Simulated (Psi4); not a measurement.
**Energy and gradient calculation, with input and output: CuH2O2 (charge −1) (part 2 of 2)**

Continued. System: CuH2O2, charge −1, multiplicity 3, SMILES [OH][Cu-][OH]. Method: TPSSh/def2-TZVP, UKS (Psi4 1.11). The geometry is that of the parent species in another charge or spin state. The geometry comes from this level: GFN2-xTB.

Geometry of the input (Å):
```
Cu -0.0008  -0.0015  0.0006
O  0.0316  -0.0089  1.7649
H  -0.3755  0.8279  2.0065
O  -0.0362  0.0069  -1.7646
H  0.3809  -0.8244  -2.0074
```

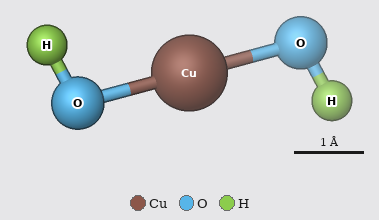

*The input geometry (ball-and-stick view, seen at a tilt). Sticks mark near contacts.*

What the program printed, continued
```
      24A      0.017213    25A      0.137135    26A      0.205180
      27A      0.257870    28A      0.290452    29A      0.298426
      30A      0.301007    31A      0.325738    32A      0.330873
      33A      0.381225    34A      0.390866    35A      0.486677
      36A      0.562312    37A      0.587960    38A      0.609313
      39A      0.667515    40A      0.678259    41A      0.741487
      42A      0.751244    43A      0.824628    44A      0.824879
      45A      0.978560    46A      0.981633    47A      1.017358
      48A      1.024012    49A      1.033115    50A      1.044478
      51A      1.433097    52A      1.466930    53A      1.473310
      54A      1.488975    55A      1.701117    56A      1.702976
      57A      1.752372    58A      1.847372    59A      1.855224
      60A      2.046919    61A      2.111293    62A      2.133971
      63A      2.210543    64A      2.250501    65A      2.284003
      66A      2.300872    67A      2.385968    68A      2.418122
      69A      2.483611    70A      2.536264    71A      2.774388
      72A      2.793443    73A      2.856988    74A      2.949717
      75A      2.991636    76A      3.116737    77A      3.269658
      78A      3.311641    79A      3.602088    80A      3.775218
      81A      3.778209    82A      3.827725    83A      3.853062
      84A      3.941023    85A      3.956479    86A      4.150646
      87A      5.327743    88A      5.340515    89A      5.355490
      90A      5.360056    91A      5.386336    92A      5.404176
      93A      5.422430    94A      5.548509    95A      5.611100
      96A      5.630078    97A      5.636458    98A      5.711816
      99A      5.879964   100A      5.881785   101A      5.891892
     102A      5.893123   103A      5.896576   104A      5.900657
     105A      6.003672   106A      6.394626   107A      6.396589
     108A      6.514282   109A      6.555862   110A      6.559777
     111A      6.624776   112A      6.654275   113A      6.726476
     114A      6.952141   115A      6.956698   116A      7.272839
     117A      7.277021   118A     43.538068   119A     43.687396

    Final Occupation by Irrep:
              A
    DOCC [    23 ]
    SOCC [     2 ]
    NA   [    25 ]
    NB   [    23 ]

  @UKS Final Energy: -1792.20592157838701

   => Energetics <=

    Nuclear Repulsion Energy =            173.7472205666899185
    One-Electron Energy =               -2849.3336422771735670
    Two-Electron Energy =                 960.2986556491141528
    DFT Exchange-Correlation Energy =     -76.9181555170175528
    Empirical Dispersion Energy =           0.0000000000000000
    VV10 Nonlocal Energy =                  0.0000000000000000
    Total Energy =                      -1792.2059215783870059

  UHF NO Occupations:
  HONO-2 :   23  A 1.9990893
  HONO-1 :   24  A 1.0000000
  HONO-0 :   25  A 1.0000000
  LUNO+0 :   26  A 0.0009107
  LUNO+1 :   27  A 0.0007272
  LUNO+2 :   28  A 0.0003301
  LUNO+3 :   29  A 0.0001080

Computation Completed

Properties will be evaluated at   0.000000,   0.000000,   0.000000 [a0]

Properties computed using the SCF density matrix

 Multipole Moments:

 ------------------------------------------------------------------------------------
     Multipole            Electronic (a.u.)      Nuclear  (a.u.)        Total (a.u.)
 ------------------------------------------------------------------------------------

 L = 1.  Multiply by 2.5417464519 to convert [e a0] to [Debye]
 Dipole X            :          0.1099882           -0.1035759            0.0064123
 Dipole Y            :          0.1096360           -0.1045019            0.0051342
 Dipole Z            :         -0.0350715            0.0347710           -0.0003005
 Magnitude           :                                                    0.0082200

 ------------------------------------------------------------------------------------

	total time  =         43 seconds =       0.72 minutes

         ------------------------------------------------------------
                                   SCF GRAD
         ------------------------------------------------------------

  ==> Geometry <==

    Molecular point group: c1
    Full point group: C1

    Geometry (in Angstrom), charge = -1, multiplicity = 3:

       Center              X                  Y                   Z               Mass
    ------------   -----------------  -----------------  -----------------  -----------------
         CU          -0.000800000000    -0.001470000000     0.000570000000    62.929597720000
         O            0.031600000000    -0.008930000000     1.764910000000    15.994914619570
         H           -0.375500000000     0.827860000000     2.006460000000     1.007825032230
         O           -0.036230000000     0.006910000000    -1.764560000000    15.994914619570
         H            0.380930000000    -0.824370000000    -2.007390000000     1.007825032230

  Nuclear repulsion =  173.747220566689919

  ==> Basis Set <==

  Basis Set: DEF2-TZVP
    Blend: DEF2-TZVP
    Number of shells: 45
    Number of basis functions: 119
    Number of Cartesian functions: 136
    Spherical Harmonics?: true
    Max angular momentum: 3

  ==> DirectJKGrad: Integral-Direct SCF Gradients <==

    Gradient:                    1
    J tasked:                  Yes
    K tasked:                  Yes
    wK tasked:                  No
    Integrals threads:           1
    Schwarz Cutoff:          1E-12

  ==> DFT Potential <==

   => LibXC <=

    Version 7.1.2

   => Composite Functional: TPSSH <=

    TPSSh Hyb-GGA Exchange-Correlation Functional

    Deriv               =              1
    GGA                 =           TRUE
    Meta                =           TRUE

    Exchange Hybrid     =           TRUE
    MP2 Hybrid          =          FALSE

   => Exchange Functionals <=

    0.9000   Tao, Perdew, Staroverov & Scuseria

   => Exact (HF) Exchange <=

    0.1000               HF

   => Correlation Functionals <=

    1.0000   Tao, Perdew, Staroverov & Scuseria

   => LibXC Density Thresholds  <==

    XC_HYB_MGGA_XC_TPSSH:  1.00E-15

   => Molecular Quadrature <=

    Radial Scheme          =       TREUTLER
    Pruning Scheme         =           NONE
    Nuclear Scheme         =       TREUTLER

    Blocking Scheme        =         OCTREE
    BS radius alpha        =              1
    Pruning alpha          =              1
    Radial Points          =             99
    Spherical Points       =            590
    Total Points           =         281431
    Total Blocks           =           2122
    Max Points             =            256
    Max Functions          =            116
    Weights Tolerance      =       1.00E-15

  -Total Gradient:
     Atom            X                  Y                   Z
    ------   -----------------  -----------------  -----------------
       1        0.000022926196     0.000031812443     0.000351091421
       2       -0.006965262787     0.013453885659    -0.013563777896
       3        0.007146242963    -0.014537077979    -0.006666129633
       4        0.006979692145    -0.013576861505     0.013188157685
       5       -0.007183386034     0.014628480751     0.006690539933

	total time  =         10 seconds =       0.17 minutes

Properties will be evaluated at   0.000000,   0.000000,   0.000000 [a0]

Properties computed using the TPSSH density matrix

 Multipole Moments:

 ------------------------------------------------------------------------------------
     Multipole            Electronic (a.u.)      Nuclear  (a.u.)        Total (a.u.)
 ------------------------------------------------------------------------------------

 L = 1.  Multiply by 2.5417464519 to convert [e a0] to [Debye]
 Dipole X            :          0.1099882           -0.1035759            0.0064123
 Dipole Y            :          0.1096360           -0.1045019            0.0051342
 Dipole Z            :         -0.0350715            0.0347710           -0.0003005
 Magnitude           :                                                    0.0082200

 L = 2.  Multiply by 1.3450342976 to convert [e a0^2] to [Debye ang]
 Quadrupole XX       :        -27.6320228            1.0878030          -26.5442198
 Quadrupole XY       :          1.8950868           -2.2466101           -0.3515232
 Quadrupole XZ       :          0.3616175           -2.0015987           -1.6399811
 Quadrupole YY       :        -30.7607623            4.8781484          -25.8826139
 Quadrupole YZ       :         -7.9607372           11.0426099            3.0818727
 Quadrupole ZZ       :       -239.4018301          206.7080172          -32.6938129
 Traceless XX        :         71.6328490          -69.8035199            1.8293291
 Traceless YY        :         68.5041094          -66.0131744            2.4909350
 Traceless ZZ        :       -140.1369584          135.8166943           -4.3202641

 ------------------------------------------------------------------------------------
  Lowdin Charges: (a.u.)
   Center  Symbol    Alpha    Beta     Spin     Total
       1    CU    15.32005 14.06379  1.25626 -0.38385
       2     O     4.32797  4.04322  0.28475 -0.37119
       3     H     0.51194  0.42483  0.08712  0.06323
       4     O     4.32800  4.04325  0.28475 -0.37126
       5     H     0.51203  0.42491  0.08712  0.06306

  Total alpha = 25.00000, Total beta = 23.00000, Total charge = -1.00000

  Mayer Bond Indices:

  Total Bond Index:
  Irrep: 1 Size: 5 x 5

                 1                   2                   3                   4                   5

    1     0.00000000000000     0.81987467207301     0.02583855082199     0.81970119526984     0.02576747859948
    2     0.81987467207301     0.00000000000000     0.87756061061315     0.12783369422981     0.00200612417569
    3     0.02583855082199     0.87756061061315     0.00000000000000     0.00200173261977     0.00138417645381
    4     0.81970119526984     0.12783369422981     0.00200173261977     0.00000000000000     0.87766621731057
    5     0.02576747859948     0.00200612417569     0.00138417645381     0.87766621731057     0.00000000000000

  Alpha Contribution:
  Irrep: 1 Size: 5 x 5

                 1                   2                   3                   4                   5

    1     0.00000000000000     0.16601782683896     0.02858103550131     0.16583681265177     0.02850621740157
    2     0.16601782683896     0.00000000000000     0.43720536023861     0.02374753552757     0.00275112474361
    3     0.02858103550131     0.43720536023861     0.00000000000000     0.00276836692817     0.00130755153653
    4     0.16583681265177     0.02374753552757     0.00276836692817     0.00000000000000     0.43728824271271
    5     0.02850621740157     0.00275112474361     0.00130755153653     0.43728824271271     0.00000000000000

  Beta Contribution:
  Irrep: 1 Size: 5 x 5

                 1                   2                   3                   4                   5

    1     0.00000000000000     0.65385684523404    -0.00274248467932     0.65386438261807    -0.00273873880209
    2     0.65385684523404     0.00000000000000     0.44035525037454     0.10408615870224    -0.00074500056792
    3    -0.00274248467932     0.44035525037454     0.00000000000000    -0.00076663430840     0.00007662491728
    4     0.65386438261807     0.10408615870224    -0.00076663430840     0.00000000000000     0.44037797459787
    5    -0.00273873880209    -0.00074500056792     0.00007662491728     0.44037797459787     0.00000000000000

  Atomic Valences:

 #  #
 Irrep: 1
      1:    1.691181896764315
      2:    1.827275101091657
      3:    0.906785070508715
      4:    1.827202839429995
      5:    0.906823996539548
```

Standard output
```
gradient / Eh bohr^-1
[[ 2.3000e-05  3.2000e-05  3.5100e-04]
 [-6.9650e-03  1.3454e-02 -1.3564e-02]
 [ 7.1460e-03 -1.4537e-02 -6.6660e-03]
 [ 6.9800e-03 -1.3577e-02  1.3188e-02]
 [-7.1830e-03  1.4628e-02  6.6910e-03]]
energy = -1792.2059215784 Eh
```

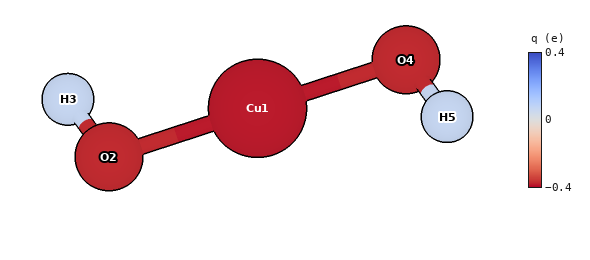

*Löwdin charges, as the colour of each atom (ball-and-stick view, seen at a tilt; atoms are numbered from 1 in the order of the input).*

By element: Cu −0.38, O −0.37 and H +0.06 e.
